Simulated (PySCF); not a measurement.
# C4H7BSi: excited-state relaxation

Wanted: excited-state relaxation for C4H7BSi (`[SiH3]C1=CBC=C1`).

Computed with PySCF 2.14.0 and routines of our own; the level stands in each step. Atoms count from 0.

## Step 1: The starting structure

13 atoms, charge 0, multiplicity 1; geometry from: BHandHLYP/cc-pVDZ.

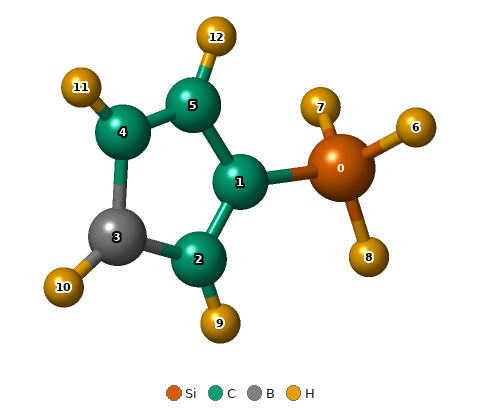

The starting geometry (silicon orange, carbon teal, boron grey, hydrogen amber).

## Step 2: Excited-state relaxation: TDA BHandHLYP/cc-pVDZ

The job: settings as JSON, then the geometry in Å.

```
{"job": {"kind": "xopt", "state": "S1", "method": "TDA", "freq": false, "xc": "BHandHLYP", "basis": "cc-pVDZ", "grid": 1}, "charge": 0, "multiplicity": 1}
Si     2.223946     0.033633    -0.140704
C      0.353608    -0.119682    -0.113355
C     -0.346274    -1.243762     0.114732
B     -1.883325    -0.867323     0.028739
C     -1.888050     0.674137    -0.275383
C     -0.604121     1.040377    -0.348391
H      2.673467     1.009847     0.888855
H      2.679532     0.531933    -1.467024
H      2.825425    -1.295632     0.130274
H      0.120082    -2.202934     0.309120
H     -2.820861    -1.597020     0.156698
H     -2.713563     1.361263    -0.414509
H     -0.239181     2.044079    -0.551213
```

Method: TDA BHandHLYP/cc-pVDZ excited-state geometry optimisation, gas phase.

The run is started by

```bash
$ OMP_NUM_THREADS=1 python excited_run.py task.json out
```

The driver reads the jobs from task.json and runs them one after another.

Output:

```text
final grid: 49616 points
cycle   1  E = -470.7665423808  dE =  7.947e-01  |g| = 3.336e-01  |ddm| = 6.771e+00
cycle   2  E = -470.7818860010  dE = -1.534e-02  |g| = 2.824e-01  |ddm| = 1.164e+00
cycle   3  E = -470.8019019605  dE = -2.002e-02  |g| = 7.775e-02  |ddm| = 5.185e-01
cycle   4  E = -470.8032333503  dE = -1.331e-03  |g| = 3.973e-02  |ddm| = 1.608e-01
cycle   5  E = -470.8036679261  dE = -4.346e-04  |g| = 2.480e-03  |ddm| = 6.574e-02
cycle   6  E = -470.8036695326  dE = -1.607e-06  |g| = 1.049e-03  |ddm| = 7.076e-03
cycle   7  E = -470.8036698280  dE = -2.953e-07  |g| = 3.733e-04  |ddm| = 2.109e-03
cycle   8  E = -470.8036698625  dE = -3.458e-08  |g| = 9.351e-05  |ddm| = 6.600e-04
cycle   9  E = -470.8036698661  dE = -3.549e-09  |g| = 4.174e-05  |ddm| = 2.440e-04
cycle  10  E = -470.8036698668  dE = -6.768e-10  |g| = 1.482e-05  |ddm| = 9.427e-05
converged SCF energy = -470.8036698668

vertical S1 at the ground-state geometry: 2.7675 eV
step    E(state)/Eh    max force   excitation/eV  root
  0    -470.69892821   0.125960     2.7900      1
  1    -470.72187099   0.017429     1.5194      1
  2    -470.72152465   0.014389     1.7766      1
  3    -470.72336917   0.006849     1.6266      1
  4    -470.72356761   0.003679     1.5716      1
  5    -470.72365807   0.001121     1.5803      1
  6    -470.72368471   0.000676     1.5877      1
  7    -470.72369421   0.000701     1.5857      1
  8    -470.72369796   0.000356     1.5884      1
optimisation converged
vertical emission 1.5884 eV, adiabatic 2.1761 eV, Stokes shift 1.1791 eV, reorganisation 0.5914 (excited) and 0.5877 eV (ground)
```

Wall time 92 s (1 thread of Arm Neoverse V1, shared host); peak memory 0.6 GiB.

From this job:

```csv
quantity,value
"vertical absorption, S1",2.77 eV
"adiabatic energy, S1",2.18 eV
"vertical emission, S1",1.59 eV
"Stokes shift, S1",1.18 eV
"geometry moved (RMSD), S1",0.103 Å
```

Bonds of the start that changed most:

| bond | start (Å) | end (Å) |
| --- | --- | --- |
| C5–C1 | 1.523 | 1.415 |
| C1–C2 | 1.344 | 1.423 |
| C4–C5 | 1.337 | 1.411 |
| C2–B3 | 1.585 | 1.540 |
| B3–C4 | 1.571 | 1.545 |
| B3–H10 | 1.195 | 1.191 |

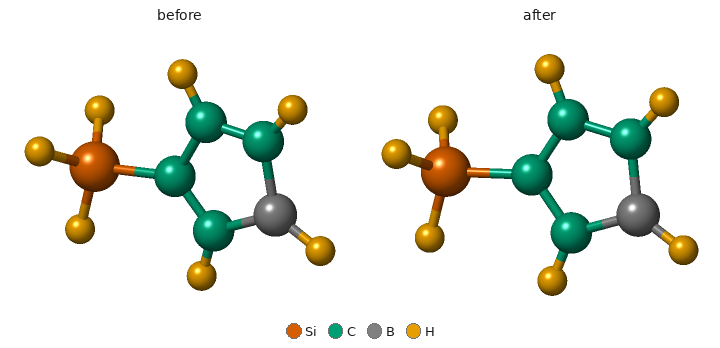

Before and after.

Orbitals, density, ELF and potential are computed afterwards from the orbital file.

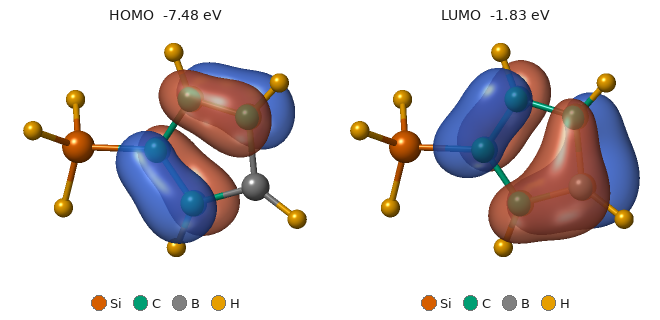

BHandHLYP/cc-pVDZ orbitals near the gap, drawn at the value that encloses 70 % of each; the two colours are the two signs.

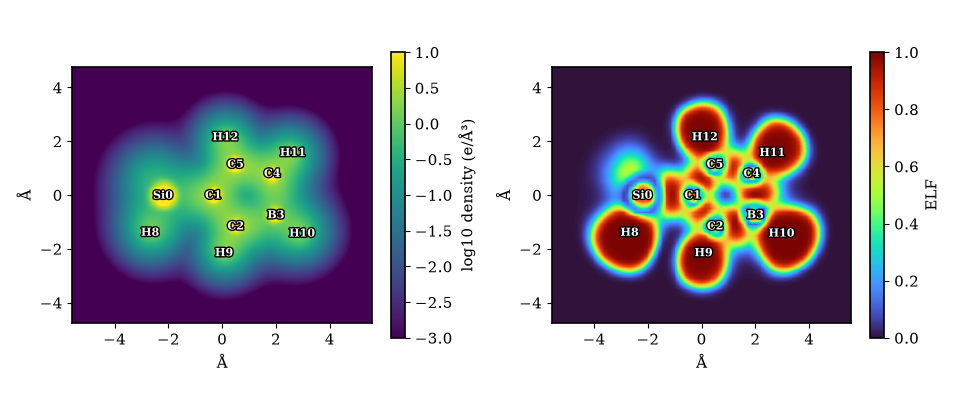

Density (left) and ELF (right) in a plane through or near 11 of the atoms.

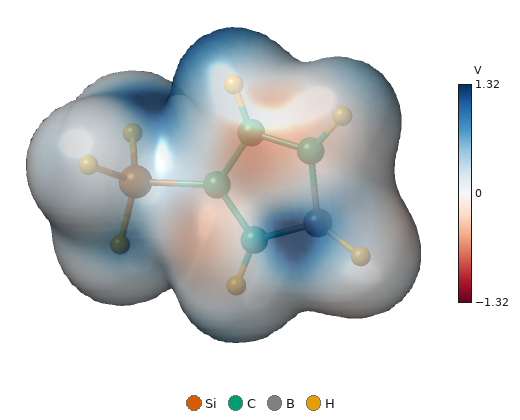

The potential that a unit positive charge feels on the 0.002 e/bohr³ surface, from the 1st to the 99th percentile, from -0.51 V near C4 to 1.32 V near B3.

## Step 3: Excited-state relaxation: UKS BHandHLYP/cc-pVDZ

The job, as its differences from that of step 2:

```diff
@@ -1,2 +1,2 @@
-{"job": {"kind": "xopt", "state": "S1", "method": "TDA", "freq": false, "xc": "BHandHLYP", "basis": "cc-pVDZ", "grid": 1}, "charge": 0, "multiplicity": 1}
+{"job": {"kind": "xopt", "state": "T1", "method": "UKS", "freq": false, "xc": "BHandHLYP", "basis": "cc-pVDZ", "grid": 1}, "charge": 0, "multiplicity": 1}
 Si     2.223946     0.033633    -0.140704
```

Method: UKS BHandHLYP/cc-pVDZ excited-state geometry optimisation, gas phase.

Output:

```text
final grid: 49616 points
cycle   1  E = -470.7665423808  dE =  7.947e-01  |g| = 3.336e-01  |ddm| = 6.771e+00
cycle   2  E = -470.7818860010  dE = -1.534e-02  |g| = 2.824e-01  |ddm| = 1.164e+00
cycle   3  E = -470.8019019605  dE = -2.002e-02  |g| = 7.775e-02  |ddm| = 5.185e-01
cycle   4  E = -470.8032333503  dE = -1.331e-03  |g| = 3.973e-02  |ddm| = 1.608e-01
cycle   5  E = -470.8036679261  dE = -4.346e-04  |g| = 2.480e-03  |ddm| = 6.574e-02
cycle   6  E = -470.8036695326  dE = -1.607e-06  |g| = 1.049e-03  |ddm| = 7.076e-03
cycle   7  E = -470.8036698280  dE = -2.953e-07  |g| = 3.733e-04  |ddm| = 2.109e-03
cycle   8  E = -470.8036698625  dE = -3.458e-08  |g| = 9.351e-05  |ddm| = 6.600e-04
cycle   9  E = -470.8036698661  dE = -3.549e-09  |g| = 4.174e-05  |ddm| = 2.440e-04
cycle  10  E = -470.8036698668  dE = -6.768e-10  |g| = 1.482e-05  |ddm| = 9.427e-05
converged SCF energy = -470.8036698668

vertical T1 at the ground-state geometry: 1.5861 eV
step    E(state)/Eh    max force   <S^2>
  0    -470.74334947   0.131950    2.0080
  1    -470.77328861   0.020241    2.0081
  2    -470.77304480   0.016077    2.0086
  3    -470.77492537   0.005169    2.0083
  4    -470.77515208   0.002923    2.0082
  5    -470.77523938   0.001354    2.0082
  6    -470.77525993   0.002443    2.0082
  7    -470.77528138   0.000548    2.0082
  8    -470.77529331   0.000564    2.0082
  9    -470.77533561   0.001307    2.0082
 10    -470.77543897   0.002957    2.0083
 11    -470.77551976   0.005284    2.0085
 12    -470.77573894   0.004252    2.0085
 13    -470.77635828   0.002170    2.0085
 14    -470.77641571   0.000972    2.0084
 15    -470.77642466   0.000282    2.0084
optimisation converged
vertical emission -0.1839 eV, adiabatic 0.7414 eV, Stokes shift 1.7699 eV, reorganisation 0.8447 (excited) and 0.9253 eV (ground)
```

Run time: 2.2 min. Hardware: 1 thread of Arm Neoverse V1, shared host; peak memory 0.6 GiB.

In short:

```csv
quantity,value
"vertical gap at the ground-state geometry, T1",1.59 eV
"adiabatic energy, T1",0.74 eV
"vertical gap at the relaxed geometry, T1",-0.18 eV
"difference of the two gaps, T1",1.77 eV
"geometry moved (RMSD), T1",0.625 Å
```

Bonds of the start that changed most:

| bond | start (Å) | end (Å) |
| --- | --- | --- |
| C5–C1 | 1.523 | 1.387 |
| C1–C2 | 1.344 | 1.453 |
| C4–C5 | 1.337 | 1.430 |
| C2–B3 | 1.585 | 1.538 |
| B3–C4 | 1.571 | 1.542 |
| Si0–H8 | 1.484 | 1.487 |

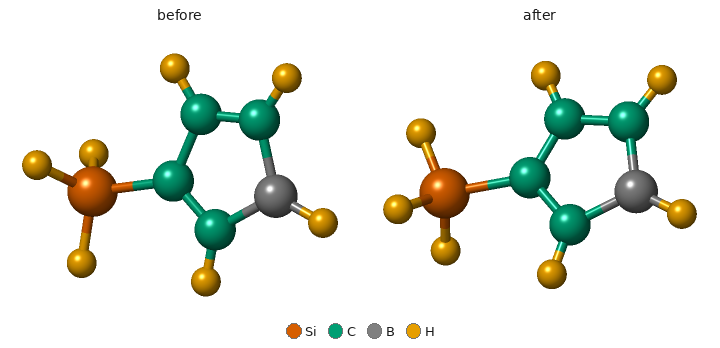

Before and after.

## Step 4: What came out

| quantity | value |
| --- | --- |
| vertical absorption, S1 (step 2, TDA BHandHLYP/cc-pVDZ) | 2.77 eV |
| adiabatic energy, S1 (step 2, TDA BHandHLYP/cc-pVDZ) | 2.18 eV |
| vertical emission, S1 (step 2, TDA BHandHLYP/cc-pVDZ) | 1.59 eV |
| Stokes shift, S1 (step 2, TDA BHandHLYP/cc-pVDZ) | 1.18 eV |
| surface potential, 1st and 99th percentile | -0.51 V and 1.32 V |
| vertical gap at the ground-state geometry, T1 (step 3, UKS BHandHLYP/cc-pVDZ) | 1.59 eV |
| adiabatic energy, T1 (step 3, UKS BHandHLYP/cc-pVDZ) | 0.74 eV |
| vertical gap at the relaxed geometry, T1 (step 3, UKS BHandHLYP/cc-pVDZ) | -0.18 eV |
| difference of the two gaps, T1 (step 3, UKS BHandHLYP/cc-pVDZ) | 1.77 eV |

Where no frequencies were run, the relaxed excited state may be a saddle. In step 2 (excited-state relaxation), among the bonds C5–C1 changes most, from 1.523 to 1.415 Å. By nearest atom (BHandHLYP/cc-pVDZ), the HOMO sits on C2, C4 about 27 % each; C1, C5 about 15 % each and the LUMO on B3 30 %; C1, C2, C5 about 15 % each. In step 3 the harmonic model is doubtful. In step 3 the gap at the relaxed geometry is under 0.8 eV (below zero), where a single closed-shell reference fails, so that gap and differences built on it are unreliable. In step 3 (excited-state relaxation), among the bonds C5–C1 changes most, from 1.523 to 1.387 Å. The atoms move far more than that, so angles or torsions carry the main change. ΔSCF (UKS) and response values aren't on one footing and may follow different states, so their differences aren't method errors alone, and singlets and triplets from the two don't rank.
